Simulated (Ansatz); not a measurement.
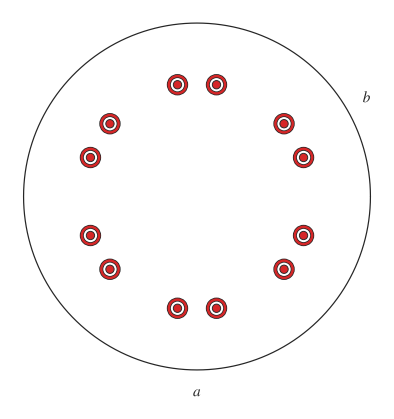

Stereographic projection: filled dots lie in the upper hemisphere, open rings in the lower. The c axis points at the viewer. The poles are all faces of one general form. Computed from the symmetry operations of a computed or model structure of composition Al2SiSe, which need not be its known form.

### Which point group is this?

6/mmm (D6h), order 24, hexagonal system: one sixfold axis, six twofold axes, seven mirror planes, an inversion centre.

### Can such a crystal be piezoelectric, pyroelectric or chiral?

It is centrosymmetric, so neither piezoelectric nor pyroelectric; it is not chiral.
